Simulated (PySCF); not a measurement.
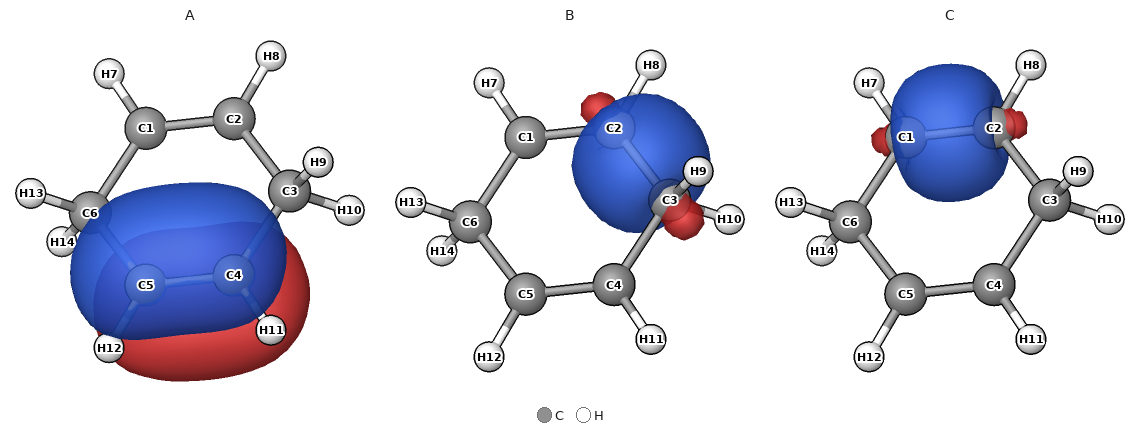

Figure 1: C₆H₈, SMILES `C1=CCC=CC1`. Pipek–Mezey orbitals, occupied; each surface holds about 85 % of the orbital's density. Energies are diagonal elements of the Fock matrix.

PySCF calculation, ωB97X/aug-cc-pVDZ, gas phase; geometry: GFN2-xTB. No frequency check shows the geometry to be a minimum.

Geometry (Å), atoms numbered from 1:

```
C1      -0.6584    1.2455   -0.0009
C2       0.6623    1.2434    0.0007
C3       1.4914   -0.0019    0.0003
C4       0.6584   -1.2455   -0.0009
C5      -0.6623   -1.2434    0.0007
C6      -1.4914    0.0019    0.0003
H7      -1.2075    2.1779   -0.0021
H8       1.2145    2.1740    0.0019
H9       2.1514   -0.0046    0.8768
H10      2.1514   -0.0023   -0.8771
H11      1.2075   -2.1779   -0.0021
H12     -1.2145   -2.1740    0.0019
H13     -2.1514    0.0046    0.8768
H14     -2.1514    0.0023   -0.8771
```

> Name the orbitals, with their atomic make-up and energies.

By panel:
- A: π bond C5–C4 (C5 49 %, C4 49 %; −10.2 eV)
- B: σ bond C3–C2 (C3 50 %, C2 49 %; −17.6 eV)
- C: σ bond C2–C1 (C2 50 %, C1 50 %; −20.1 eV)

> Which has the smallest and which the largest spatial spread?

Smallest: C (0.73 Å); largest: A (1.22 Å).

The PySCF run took 23 s on 1 thread of AMD EPYC 7R13 Processor (Zen 3), with other jobs on the host, peak memory 0.85 GiB.
